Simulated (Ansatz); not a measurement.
## Molecular dynamics of SiHClF₂

System: SiHClF₂.
Method: RKS PBE/def2-SVP (Ansatz 0.2.0).

One setting was made poor on purpose. It belongs to a series of runs on one base structure; here: dynamics from the start. Figures and captions count atoms from 1; the log counts them from 0 in places.

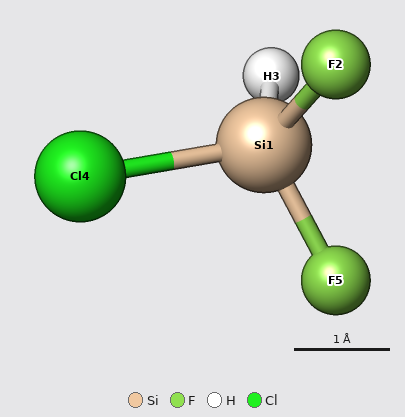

Fig. 1: The starting structure (ball-and-stick view, seen at an oblique angle; atoms are numbered from 1 in the order of the input). Bond lengths as drawn: Cl–Si 2.05 Å, F–Si 1.62 Å and H–Si 1.48 Å.

### The input
```yaml
crystal:
  periodic: [false, false, false]
  atoms:
    - { symbol: Si, position_ang: [0.006229, 0.030179, -0.020244] }
    - { symbol: F, position_ang: [-0.020861, 0.014449, 1.599004] }
    - { symbol: H, position_ang: [1.409444, -0.000314, -0.497494] }
    - { symbol: Cl, position_ang: [-0.995126, 1.688355, -0.681651] }
    - { symbol: F, position_ang: [-0.774987, -1.291969, -0.534616] }
basis:
  gaussian: { orbitals: def2-SVP }
hamiltonian:
  xc: pbe
md:
  timestep: 4.0
  n_steps: 40
  ensemble: nvt_langevin
  temperature: 400.0
  initial_velocities: maxwell_boltzmann
  seed: 340196
  friction: 0.05
```

Machine: 1 thread of AMD EPYC (Zen 5), 32 GiB of memory available, shared host.

Run as:
```bash
ansatz run input.yaml --threads 1 --pin off --max-ram 2048MiB --backend cpu --events-out ev --progress --plain --runs-dir out
```

### Output
```
Engine: ansatz 0.2.0, x86_64-unknown-linux-gnu
Functional definition: PBE
  parameter kappa = 0.804
  parameter beta = 0.06672455060314922
  exchange = pbe_x(kappa = kappa, mu = beta*pi^2/3)
  correlation = pbe_c(beta = beta)
745 factors; their error is unknown
mean field evaluation 1: about -25827.0381 eV, gradient 4.2e1 eV
mean field evaluation 2: about -25818.2124 eV, gradient 8.7e1 eV
mean field evaluation 4: about -25829.7315 eV, gradient 1.6e0 eV
mean field evaluation 8: about -25829.7427 eV, gradient 2.3e-2 eV
mean field evaluation 16: about -25829.6833 eV, gradient 6.8e-5 eV
mean field -25829.68326135 eV, -949.2233518665 hartree, gradient 6.8e-5 eV, S^2 0.000000; 0 other end points of the search recorded, 0 dependent functions left out
the calculation of the forces begins
reference -25829.68328631 eV, -949.2233527839 hartree; 25, 25 occupied and 44, 44 virtual orbitals, 745 factors
md step     0: t =     0.00 fs  T =   320.0 K  F+E_penalty+E_count = -25829.68326135 eV  E_kin = 0.206816 eV  (24 SCF iters)
these checks for a lower state are left out or cut short: starts, cluster_reference, orbital_swaps, neighbouring_geometries, increment
745 factors; their error is unknown
mean field -25829.61987864 eV, -949.2210225948 hartree, gradient 9.6e-6 eV, S^2 0.000000; 0 other end points of the search recorded, 0 dependent functions left out
[... from here on the field's lines of each further geometry are left out, up to the last ...]
md step     1: t =     4.00 fs  T =   348.1 K  F+E_penalty+E_count = -25829.61987864 eV  E_kin = 0.225005 eV  (26 SCF iters)
md step     2: t =     8.00 fs  T =   439.0 K  F+E_penalty+E_count = -25829.62568130 eV  E_kin = 0.283756 eV  (26 SCF iters)
md step     3: t =    12.00 fs  T =   374.9 K  F+E_penalty+E_count = -25829.59251335 eV  E_kin = 0.242301 eV  (28 SCF iters)
md step     4: t =    16.00 fs  T =   429.2 K  F+E_penalty+E_count = -25829.56584519 eV  E_kin = 0.277405 eV  (27 SCF iters)
md step     5: t =    20.00 fs  T =   459.0 K  F+E_penalty+E_count = -25829.59578051 eV  E_kin = 0.296681 eV  (27 SCF iters)
md step     6: t =    24.00 fs  T =   474.3 K  F+E_penalty+E_count = -25829.56219446 eV  E_kin = 0.306531 eV  (26 SCF iters)
md step     7: t =    28.00 fs  T =   306.3 K  F+E_penalty+E_count = -25829.50831547 eV  E_kin = 0.197938 eV  (27 SCF iters)
md step     8: t =    32.00 fs  T =   352.3 K  F+E_penalty+E_count = -25829.52896410 eV  E_kin = 0.227665 eV  (27 SCF iters)
md step     9: t =    36.00 fs  T =   302.3 K  F+E_penalty+E_count = -25829.47640905 eV  E_kin = 0.195364 eV  (25 SCF iters)
md step    10: t =    40.00 fs  T =   197.2 K  F+E_penalty+E_count = -25829.53603967 eV  E_kin = 0.127420 eV  (27 SCF iters)
md step    11: t =    44.00 fs  T =   167.0 K  F+E_penalty+E_count = -25829.55915123 eV  E_kin = 0.107955 eV  (28 SCF iters)
md step    12: t =    48.00 fs  T =   352.4 K  F+E_penalty+E_count = -25829.53273675 eV  E_kin = 0.227763 eV  (27 SCF iters)
md step    13: t =    52.00 fs  T =   259.2 K  F+E_penalty+E_count = -25829.48792748 eV  E_kin = 0.167546 eV  (26 SCF iters)
md step    14: t =    56.00 fs  T =   191.2 K  F+E_penalty+E_count = -25829.46700662 eV  E_kin = 0.123541 eV  (27 SCF iters)
md step    15: t =    60.00 fs  T =   483.7 K  F+E_penalty+E_count = -25829.50615693 eV  E_kin = 0.312624 eV  (27 SCF iters)
md step    16: t =    64.00 fs  T =   510.7 K  F+E_penalty+E_count = -25829.58422050 eV  E_kin = 0.330068 eV  (27 SCF iters)
md step    17: t =    68.00 fs  T =   478.2 K  F+E_penalty+E_count = -25829.60773651 eV  E_kin = 0.309047 eV  (27 SCF iters)
md step    18: t =    72.00 fs  T =   312.8 K  F+E_penalty+E_count = -25829.53584301 eV  E_kin = 0.202180 eV  (25 SCF iters)
md step    19: t =    76.00 fs  T =   428.9 K  F+E_penalty+E_count = -25829.46241165 eV  E_kin = 0.277166 eV  (28 SCF iters)
md step    20: t =    80.00 fs  T =   270.6 K  F+E_penalty+E_count = -25829.48585754 eV  E_kin = 0.174889 eV  (26 SCF iters)
md step    21: t =    84.00 fs  T =   219.0 K  F+E_penalty+E_count = -25829.51706297 eV  E_kin = 0.141535 eV  (25 SCF iters)
md step    22: t =    88.00 fs  T =   230.2 K  F+E_penalty+E_count = -25829.58039217 eV  E_kin = 0.148768 eV  (27 SCF iters)
md step    23: t =    92.00 fs  T =   312.6 K  F+E_penalty+E_count = -25829.58735071 eV  E_kin = 0.202035 eV  (27 SCF iters)
md step    24: t =    96.00 fs  T =   361.2 K  F+E_penalty+E_count = -25829.50750939 eV  E_kin = 0.233458 eV  (26 SCF iters)
md step    25: t =   100.00 fs  T =   233.7 K  F+E_penalty+E_count = -25829.52294485 eV  E_kin = 0.151018 eV  (27 SCF iters)
md step    26: t =   104.00 fs  T =   292.2 K  F+E_penalty+E_count = -25829.54762210 eV  E_kin = 0.188863 eV  (27 SCF iters)
md step    27: t =   108.00 fs  T =   315.1 K  F+E_penalty+E_count = -25829.55810309 eV  E_kin = 0.203659 eV  (25 SCF iters)
md step    28: t =   112.00 fs  T =   453.6 K  F+E_penalty+E_count = -25829.56047905 eV  E_kin = 0.293130 eV  (27 SCF iters)
md step    29: t =   116.00 fs  T =   475.6 K  F+E_penalty+E_count = -25829.59809092 eV  E_kin = 0.307354 eV  (25 SCF iters)
md step    30: t =   120.00 fs  T =   416.7 K  F+E_penalty+E_count = -25829.53431758 eV  E_kin = 0.269344 eV  (28 SCF iters)
md step    31: t =   124.00 fs  T =   287.0 K  F+E_penalty+E_count = -25829.51718911 eV  E_kin = 0.185469 eV  (27 SCF iters)
md step    32: t =   128.00 fs  T =   333.4 K  F+E_penalty+E_count = -25829.46379309 eV  E_kin = 0.215483 eV  (24 SCF iters)
md step    33: t =   132.00 fs  T =   288.9 K  F+E_penalty+E_count = -25829.48796054 eV  E_kin = 0.186697 eV  (26 SCF iters)
md step    34: t =   136.00 fs  T =   308.1 K  F+E_penalty+E_count = -25829.48597096 eV  E_kin = 0.199130 eV  (27 SCF iters)
md step    35: t =   140.00 fs  T =   441.4 K  F+E_penalty+E_count = -25829.60574442 eV  E_kin = 0.285260 eV  (27 SCF iters)
md step    36: t =   144.00 fs  T =   546.2 K  F+E_penalty+E_count = -25829.60221570 eV  E_kin = 0.353031 eV  (27 SCF iters)
md step    37: t =   148.00 fs  T =   469.8 K  F+E_penalty+E_count = -25829.59037743 eV  E_kin = 0.303662 eV  (25 SCF iters)
md step    38: t =   152.00 fs  T =   459.3 K  F+E_penalty+E_count = -25829.58249126 eV  E_kin = 0.296842 eV  (26 SCF iters)
md step    39: t =   156.00 fs  T =   487.8 K  F+E_penalty+E_count = -25829.54514685 eV  E_kin = 0.315248 eV  (28 SCF iters)
the calculation of the forces begins
reference -25829.48585883 eV, -949.2160974578 hartree; 25, 25 occupied and 44, 44 virtual orbitals, 745 factors
745 factors; their error is unknown
mean field -25829.48583447 eV, -949.2160965626 hartree, gradient 1.2e-5 eV, S^2 0.000000; 1 other end points of the search recorded, 0 dependent functions left out
the calculation of the forces begins
reference -25829.48585883 eV, -949.2160974578 hartree; 25, 25 occupied and 44, 44 virtual orbitals, 745 factors
md step    40: t =   160.00 fs  T =   424.4 K  F+E_penalty+E_count = -25829.48583447 eV  E_kin = 0.274292 eV  (25 SCF iters)
```

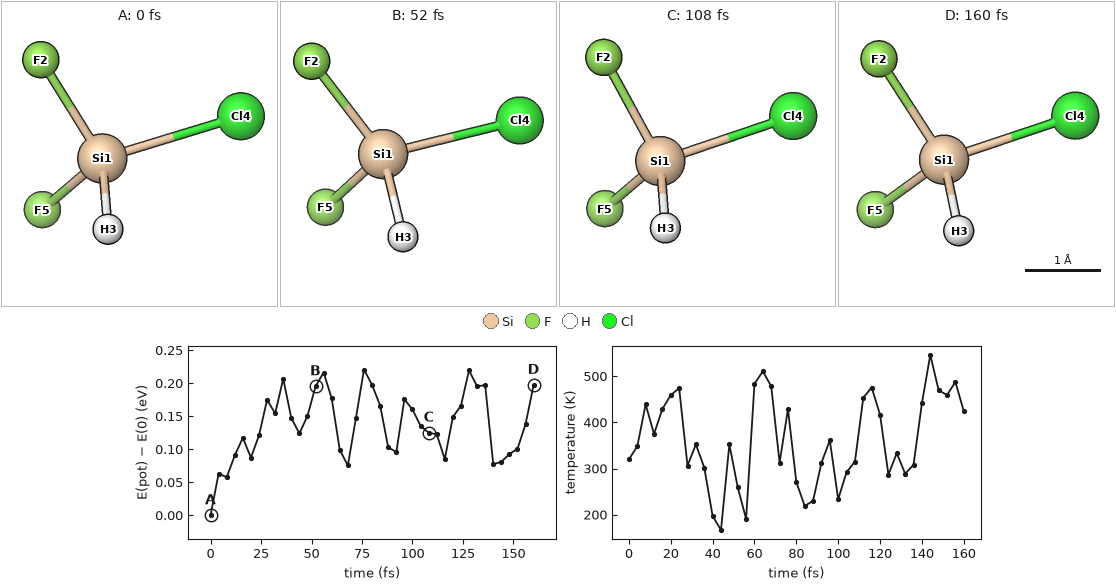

Fig. 2: Frames of the molecular dynamics (ball-and-stick, seen at a tilt) above the curves, on which the letters mark them. The trajectory kept here has 41 frames over 160 fs. The temperature starts at 320 K, ranges from 167 to 546 K and averages 363 K over the second half. The potential energy ends 0.197 eV above its first value. After an unweighted best fit of the last frame on the first, the root-mean-square displacement is 0.08 Å.

```
Total energy: -25829.48585883 eV, -949.2160974578 hartree
Atom 0 at     0.040423     0.215804    -0.064083 Å, force     0.992505    -2.684029     1.428480 eV/Å
Atom 1 at     0.272204     0.222896     1.579998 Å, force     0.048812     0.019475    -1.158820 eV/Å
Atom 2 at     1.349485     0.209660    -0.833283 Å, force    -0.485258    -0.244510     0.389546 eV/Å
Atom 3 at    -0.942975     1.834996    -0.537926 Å, force    -1.276011     1.741325    -0.596151 eV/Å
Atom 4 at    -0.845693    -1.173109    -0.306689 Å, force     0.719952     1.167738    -0.063055 eV/Å
Dipole moment:     0.158217     0.167599    -0.241093 e Å
```

### Trajectory as extended XYZ (Å, eV, eV/Å), 18 of the 41 frames kept, from step=0 to step=40
```
5
Properties=species:S:1:pos:R:3:forces:R:3 step=0 time_fs=0.0 energy=-25829.68326 temperature=320.0
Si    0.0062    0.0302   -0.0202   -0.0027  -0.0075   0.0055
F    -0.0209    0.0144    1.5990   -0.0040  -0.0042   0.0002
H     1.4094   -0.0003   -0.4975    0.0060   0.0079  -0.0071
Cl   -0.9951    1.6884   -0.6817    0.0028   0.0048  -0.0039
F    -0.7750   -1.2920   -0.5346   -0.0021  -0.0011   0.0052
5
Properties=species:S:1:pos:R:3:forces:R:3 step=2 time_fs=8.0 energy=-25829.62568 temperature=439.0
Si   -0.0159    0.0591    0.0091    0.0920   0.1479   0.6937
F    -0.0301    0.0050    1.6482   -0.0292   0.1253  -0.7227
H     1.3317    0.0095   -0.5350    0.6616   0.1618   0.0282
Cl   -1.0263    1.6733   -0.7035   -0.1633   0.2814   0.0946
F    -0.7310   -1.2580   -0.5454   -0.5611  -0.7163  -0.0938
5
Properties=species:S:1:pos:R:3:forces:R:3 step=5 time_fs=20.0 energy=-25829.59578 temperature=459.0
Si    0.0084    0.1249    0.0433   -0.8554  -1.0442  -0.8781
F    -0.0662    0.0104    1.6655    0.0014   0.2634  -0.3970
H     1.4034    0.1988   -0.4617    0.0309  -0.0497   0.2451
Cl   -1.0609    1.6850   -0.7878    0.1528  -0.0982   0.4515
F    -0.7341   -1.2387   -0.5541    0.6703   0.9287   0.5785
5
Properties=species:S:1:pos:R:3:forces:R:3 step=7 time_fs=28.0 energy=-25829.50831 temperature=306.3
Si    0.0053    0.1419    0.0640    0.9266   0.3586  -1.6948
F    -0.0727    0.0507    1.6521   -0.3592   0.1683   0.9548
H     1.5440    0.2888   -0.2334   -1.3731  -0.2676   0.0224
Cl   -1.0672    1.6901   -0.8427    0.3934  -0.3662   0.5750
F    -0.7233   -1.1924   -0.5224    0.4123   0.1068   0.1426
5
Properties=species:S:1:pos:R:3:forces:R:3 step=9 time_fs=36.0 energy=-25829.47641 temperature=302.3
Si    0.0041    0.1604    0.0752   -1.4953   1.0252  -0.1871
F    -0.0761    0.0981    1.6777   -0.4853   0.1197   0.5390
H     1.3656    0.3902   -0.1507    1.8506  -0.0238  -0.6541
Cl   -1.0480    1.6917   -0.8727    0.1916  -0.3218   0.5388
F    -0.6649   -1.1735   -0.4933   -0.0617  -0.7992  -0.2366
5
Properties=species:S:1:pos:R:3:forces:R:3 step=12 time_fs=48.0 energy=-25829.53274 temperature=352.4
Si   -0.0165    0.2081    0.0713   -0.0482   0.2271   1.0187
F    -0.1005    0.1472    1.7096   -0.0991   0.3144  -0.7512
H     1.3314    0.3540   -0.3814    1.2001  -0.0594  -0.0589
Cl   -1.0125    1.6912   -0.8657   -0.5836   0.6513   0.0722
F    -0.6427   -1.1539   -0.4535   -0.4692  -1.1335  -0.2807
5
Properties=species:S:1:pos:R:3:forces:R:3 step=14 time_fs=56.0 energy=-25829.46701 temperature=191.2
Si   -0.0206    0.2295    0.0714    1.4299  -1.2079   0.3340
F    -0.1245    0.1779    1.7143    0.1457   0.3646  -0.9595
H     1.3591    0.2217   -0.5637   -0.2321   0.1038   0.8246
Cl   -0.9788    1.7087   -0.8365   -0.9172   1.2761  -0.2332
F    -0.6617   -1.1522   -0.4436   -0.4263  -0.5366   0.0341
5
Properties=species:S:1:pos:R:3:forces:R:3 step=16 time_fs=64.0 energy=-25829.58422 temperature=510.7
Si    0.0151    0.2494    0.0470    0.8704  -1.8933   1.2703
F    -0.1381    0.2007    1.6888    0.1008   0.3740  -0.8590
H     1.4743    0.2124   -0.3258   -0.3846   0.1153   0.1396
Cl   -0.9625    1.7433   -0.8022   -0.7080   1.2416  -0.4727
F    -0.6884   -1.1408   -0.4295    0.1214   0.1623  -0.0782
5
Properties=species:S:1:pos:R:3:forces:R:3 step=19 time_fs=76.0 energy=-25829.46241 temperature=428.9
Si    0.0998    0.2133    0.0292    0.7146   1.0464   2.1184
F    -0.1516    0.2412    1.6619    0.1248   0.0723  -0.7370
H     1.6563    0.2634   -0.0257   -1.1960  -0.1342  -0.5576
Cl   -0.9729    1.7895   -0.7448    0.3701  -0.0836  -0.1515
F    -0.6574   -1.1118   -0.4295   -0.0135  -0.9009  -0.6723
5
Properties=species:S:1:pos:R:3:forces:R:3 step=21 time_fs=84.0 energy=-25829.51706 temperature=219.0
Si    0.1302    0.2064    0.0303   -2.3933   0.8576   1.5366
F    -0.1370    0.2742    1.6519    0.2992  -0.0648  -0.5959
H     1.5343    0.1321   -0.1426    1.3518   0.0679  -0.5448
Cl   -0.9897    1.7960   -0.7150    0.6683  -0.3072  -0.0444
F    -0.6443   -1.1068   -0.4734    0.0739  -0.5535  -0.3515
5
Properties=species:S:1:pos:R:3:forces:R:3 step=24 time_fs=96.0 energy=-25829.50751 temperature=361.2
Si    0.1258    0.2456    0.0339   -1.7040  -0.7566  -0.5242
F    -0.0919    0.3287    1.5997    0.2279  -0.1262   1.5722
H     1.4826    0.1473   -0.3378    1.5306   0.0861  -0.3817
Cl   -0.9621    1.7809   -0.6557   -0.2513   0.9778  -0.6509
F    -0.6471   -1.0854   -0.4809    0.1969  -0.1811  -0.0154
5
Properties=species:S:1:pos:R:3:forces:R:3 step=26 time_fs=104.0 energy=-25829.54762 temperature=292.2
Si    0.1023    0.2295    0.0156    0.9801   0.3417   0.7849
F    -0.0415    0.3343    1.6240    0.3217  -0.3577   0.2303
H     1.5283    0.2609   -0.4308   -0.1946  -0.1465   0.1352
Cl   -0.9474    1.7752   -0.6335   -0.7615   1.4744  -0.8183
F    -0.6624   -1.0644   -0.4877   -0.3457  -1.3118  -0.3320
5
Properties=species:S:1:pos:R:3:forces:R:3 step=28 time_fs=112.0 energy=-25829.56048 temperature=453.6
Si    0.0852    0.2089   -0.0065    1.8114   0.8425   1.4923
F    -0.0033    0.2688    1.6370    0.1408  -0.2131  -0.7568
H     1.5784    0.1380   -0.4095   -1.0419   0.1245   0.1765
Cl   -0.9581    1.8033   -0.6488   -0.2340   0.7324  -0.4259
F    -0.6784   -1.0722   -0.5154   -0.6763  -1.4863  -0.4860
5
Properties=species:S:1:pos:R:3:forces:R:3 step=31 time_fs=124.0 energy=-25829.51719 temperature=287.0
Si    0.1063    0.2124    0.0186   -0.1373  -0.9659  -1.4113
F     0.0933    0.1854    1.6277    0.0232   0.1661   0.2807
H     1.5261   -0.0890   -0.5189   -0.7905   0.7516   0.3966
Cl   -0.9881    1.8640   -0.6712    0.7245  -0.6026   0.3455
F    -0.7069   -1.1153   -0.5209    0.1801   0.6508   0.3884
5
Properties=species:S:1:pos:R:3:forces:R:3 step=33 time_fs=132.0 energy=-25829.48796 temperature=288.9
Si    0.1244    0.2065    0.0238   -2.2141  -1.1726  -1.0697
F     0.1585    0.1772    1.6270   -0.0245   0.2325   0.5270
H     1.4601   -0.0870   -0.4644    0.6676   0.4450  -0.3387
Cl   -1.0013    1.8624   -0.6493    0.8929  -0.7864   0.3849
F    -0.7469   -1.1389   -0.4691    0.6780   1.2815   0.4966
5
Properties=species:S:1:pos:R:3:forces:R:3 step=35 time_fs=140.0 energy=-25829.60574 temperature=441.4
Si    0.1122    0.1662    0.0125   -1.2303   0.2570  -0.2944
F     0.1853    0.1805    1.6230   -0.0423   0.0612   0.2753
H     1.5009    0.0276   -0.4612    0.0873   0.1334  -0.3154
Cl   -0.9908    1.8580   -0.6130    0.7743  -0.8327   0.2601
F    -0.7884   -1.1292   -0.4206    0.4110   0.3811   0.0744
5
Properties=species:S:1:pos:R:3:forces:R:3 step=38 time_fs=152.0 energy=-25829.58249 temperature=459.3
Si    0.0810    0.1599   -0.0358   -0.7790   0.8044   2.0525
F     0.2325    0.2161    1.6138    0.1021  -0.1371  -1.0785
H     1.3756    0.2222   -0.6573    0.8075  -0.3708  -0.4558
Cl   -0.9474    1.8432   -0.5620   -0.1564   0.1088  -0.1744
F    -0.8369   -1.1290   -0.3156    0.0259  -0.4054  -0.3438
5
Properties=species:S:1:pos:R:3:forces:R:3 step=40 time_fs=160.0 energy=-25829.48583 temperature=424.4
Si    0.0404    0.2158   -0.0641    0.9925  -2.6840   1.4285
F     0.2722    0.2229    1.5800    0.0488   0.0195  -1.1588
H     1.3495    0.2097   -0.8333   -0.4853  -0.2445   0.3895
Cl   -0.9430    1.8350   -0.5379   -1.2760   1.7413  -0.5962
F    -0.8457   -1.1731   -0.3067    0.7200   1.1677  -0.0631
```

### Results in brief

- outcome: finished
- mean temperature over the second half: 363 K
- trajectory: 40 steps, 160 fs
- ensemble: nvt_langevin
- temperature in the input: 400.0 K
- time step: 4.0 fs
- potential energy (last step): −25829.4859 eV
- mean-field energy (last step): −25829.4859 eV
- largest force (length of the vector) (last step): 3.198 eV/Å
- wall time: 26 s
- peak memory: 0.12 GiB

### Notes

A deliberately poor setting: time step. So short a trajectory is not equilibrated. The logged temperature at the start can lie below the typed one, since it is counted over all degrees of freedom.
